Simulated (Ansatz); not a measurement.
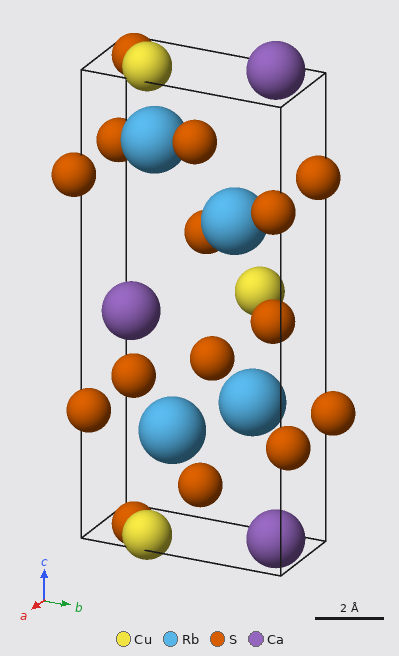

Drawn in the spheres-only manner and seen slightly off an axis. The frame is the simulation cell; atoms at its boundary are shown with their periodic copies.

```yaml
crystal:
  lattice:
    - [4.09459, 0.00000, 0.00000]
    - [2.04730, -7.00004, 0.00000]
    - [0.00000, 0.00000, -14.49726]
  atoms:
    - { symbol: Cu, position: [0.14840, 0.70320, 0.52020] }
    - { symbol: Cu, position: [0.85160, 0.29680, 0.02020] }
    - { symbol: Rb, position: [0.38567, 0.22866, 0.82351] }
    - { symbol: Rb, position: [0.61433, 0.77134, 0.32351] }
    - { symbol: S, position: [0.25560, 0.48880, 0.36800] }
    - { symbol: S, position: [0.74440, 0.51120, 0.86800] }
    - { symbol: S, position: [0.26810, 0.46380, 0.63700] }
    - { symbol: S, position: [0.73190, 0.53620, 0.13700] }
    - { symbol: Rb, position: [0.65449, 0.69102, 0.70689] }
    - { symbol: Rb, position: [0.34551, 0.30898, 0.20689] }
    - { symbol: S, position: [0.01680, 0.96640, 0.77450] }
    - { symbol: S, position: [0.98320, 0.03360, 0.27450] }
    - { symbol: Ca, position: [0.11220, 0.77560, 0.99550] }
    - { symbol: Ca, position: [0.88780, 0.22440, 0.49550] }
    - { symbol: S, position: [0.43180, 0.13640, 0.00010] }
    - { symbol: S, position: [0.56820, 0.86360, 0.50010] }
```

Computational set-up: Ansatz 0.2.0, DFT, PAW plane waves, r2SCAN, E_cut = 500 eV, k-mesh 9×5×3, Fermi-Dirac smearing of 0.046 eV, no spin polarisation.

**State the Bader charges by element.**

Rb +0.74 e; Ca +1.62 e; Cu +0.60 e; S -0.99 to -0.80 e.

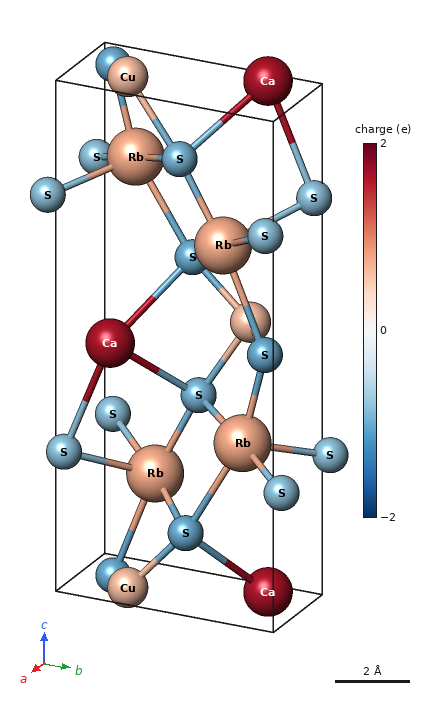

The atoms coloured by those charges.

Shown is a generated cell, made by putting these elements into a known structure type (the compound may or may not exist in this form), as it stood before any relaxation. It went into a calculation with Ansatz.

At this level of theory the cell isn't at rest (forces up to 3.7 eV/Å), so its distances can differ from those at equilibrium, the more so the softer the solid.
